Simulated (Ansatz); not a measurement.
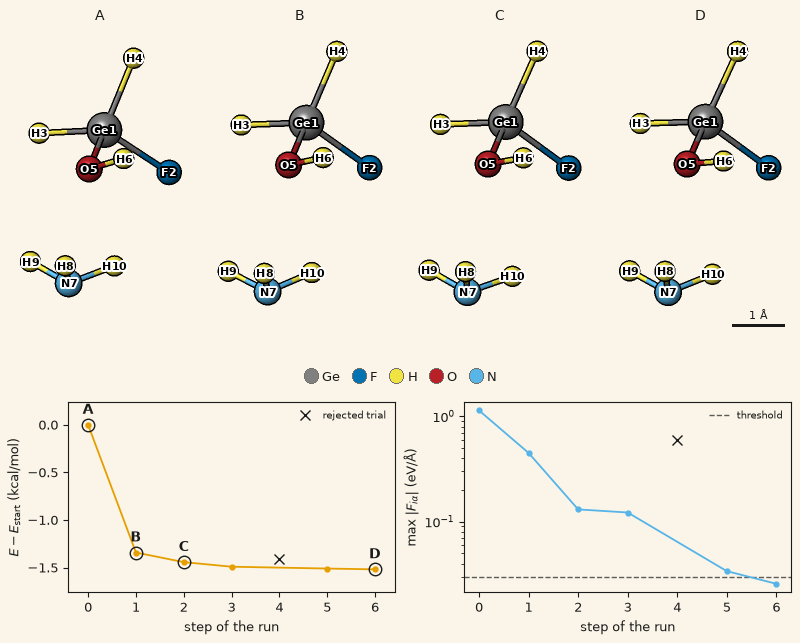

Frames of a relaxation of GeNH6OF, marked on the history of the run. A ball-and-stick model, seen from a free direction.

The run prepares an end point of a later path (reaction) calculation, from a guessed geometry.

Computed with RKS PBE0/def2-SVP in Ansatz. Settings: no spin polarisation; force threshold 0.03 eV/Å; at most 50 steps.

Describe the path.

The energy falls by 1.52 kcal/mol in 5 accepted moves (6 points after the start). Largest force component: 1.1 eV/Å at the start, 0.026 eV/Å at the end. The line search rejected the trial step at point 4 of the run. H3 moves most after the best rigid fit: 0.19 Å. Largest moves by element: H 0.19 Å, N 0.17 Å, Ge 0.17 Å, O 0.11 Å, F 0.09 Å. Among the contacts that change: Ge1–F2 1.714 → 1.747 Å, N7–H10 1.035 → 1.019 Å, Ge1–O5 1.770 → 1.766 Å. Among the angles between lasting bonds that change: H3–Ge1–O5 109.1° → 106.9°, H4–Ge1–O5 109.0° → 111.2°. From step 0 to 1: H9 moves most (0.19 Å), energy −1.34 kcal/mol. From step 1 to 2: H10 moves most (0.08 Å), energy −0.10 kcal/mol. From step 2 to 6: H6 moves most (0.07 Å), energy −0.08 kcal/mol.

```tsv
step	E − E(0), kcal/mol	largest force component, eV/Å	note
0	0.00	1.1377	
1	-1.34	0.4493	
2	-1.44	0.1307	
3	-1.49	0.1222	
4	-1.41	0.5994	rejected
5	-1.51	0.0339	
6	-1.52	0.0257
```
